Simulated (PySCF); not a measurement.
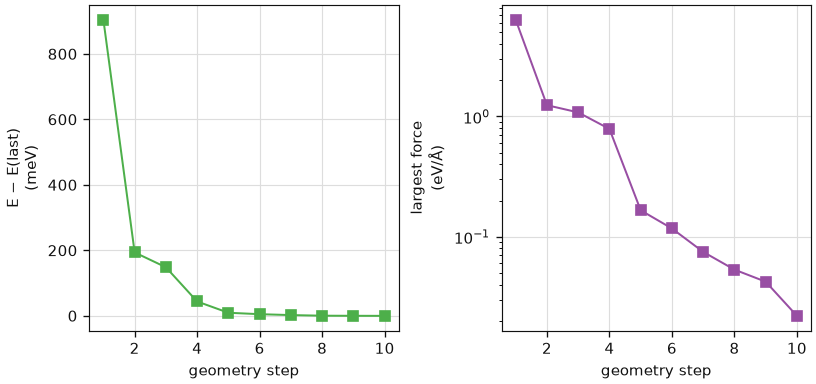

History of a geometry optimisation.

The run: C$_{5}$H$_{7}$F (SMILES FC=C1CCC1), by PBE0-D3(BJ)/def2-SVP, geometry optimisation (PySCF 2.14.0, density fitting).

Q: How did it end, and what did it gain?

A: The optimisation met its thresholds at geometry 10, counting the start as the first. The energy fell by about 900 meV from the first step to the last. The largest force goes from about 6.4 eV/Å at the start to 0.022 eV/Å at the end.

Q: By which step was nine tenths of the energy gained?

A: By step 4 of 10.
